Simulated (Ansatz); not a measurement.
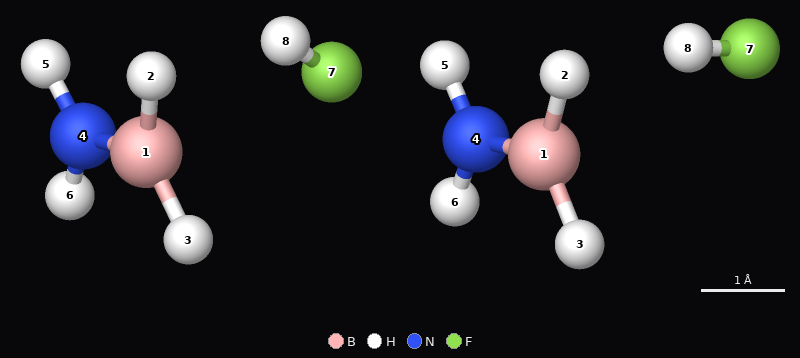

Two geometries of BNH$_{5}$F, drawn at one scale. One is the start of a relaxation, the other its converged end. A ball-and-stick model, seen from a free direction.

Level of theory: RKS PBE0/def2-SVP in Ansatz. (no spin polarisation; force threshold 0.03 eV/Å; at most 50 steps)

Question: Which one is relaxed?

Answer: The right one is the relaxed one. The run prepares an end point of a later path (reaction) calculation, from a guessed geometry. Over 9 accepted moves (10 points after the start) the energy falls by 1.52 kcal/mol. The largest force component goes from 0.4 to 0.021 eV/Å. The line search rejected the trial step at point 2 of the run. The atom that moves furthest after the best rigid fit is F7 (0.38 Å). Largest moves by element: F 0.38 Å, H 0.21 Å, N 0.10 Å, B 0.06 Å. Near-neighbour distances that change, for instance: B1–H2 1.204 → 1.219 Å, F7–H8 0.923 → 0.929 Å.
